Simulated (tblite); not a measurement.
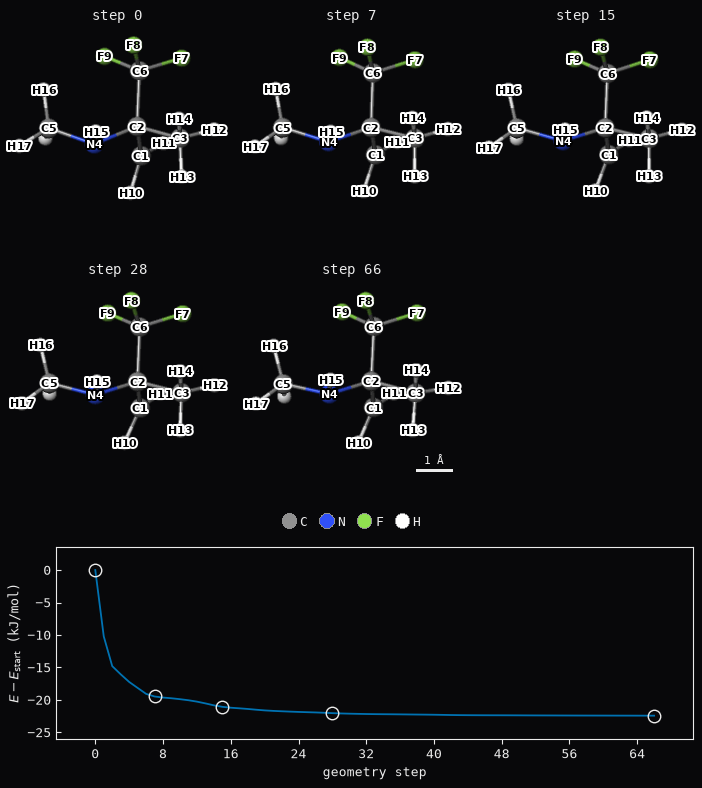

Frames of a relaxation of C5H9F3N (multiplicity 2), marked on the history of the run. A ball-and-stick model, seen face on.

Method: GFN2-xTB geometry optimisation, gas phase (tblite 0.8.0). 

Question: What happens along the run?

Answer: After 66 geometry steps the energy has fallen by 22.4 kJ/mol. An H atom moves most after the best rigid fit: 0.21 Å. By element the largest moves are H 0.21 Å, N 0.12 Å, F 0.12 Å, C 0.08 Å. Near-neighbour distances that change, for instance: C–N 1.500 → 1.447 Å, C–C 1.585 → 1.557 Å, C–C 1.499 → 1.477 Å, C–H 1.108 → 1.086 Å. Among the angles between lasting bonds that change: N–C–C 116.8° → 112.6°, C–C–H 112.2° → 108.2°, C–C–N 107.3° → 111.1°. Cost: 0.42 s on 1 thread of Arm Neoverse V1 (shared host). From step 0 to 7: N and H atoms move most (0.07 Å), energy −19.5 kJ/mol. From step 7 to 15: an H atom moves most (0.10 Å), energy −1.59 kJ/mol. From step 15 to 28: an H atom moves most (0.10 Å), energy −0.97 kJ/mol. From step 28 to 66: an H atom moves most (0.09 Å), energy −0.39 kJ/mol.
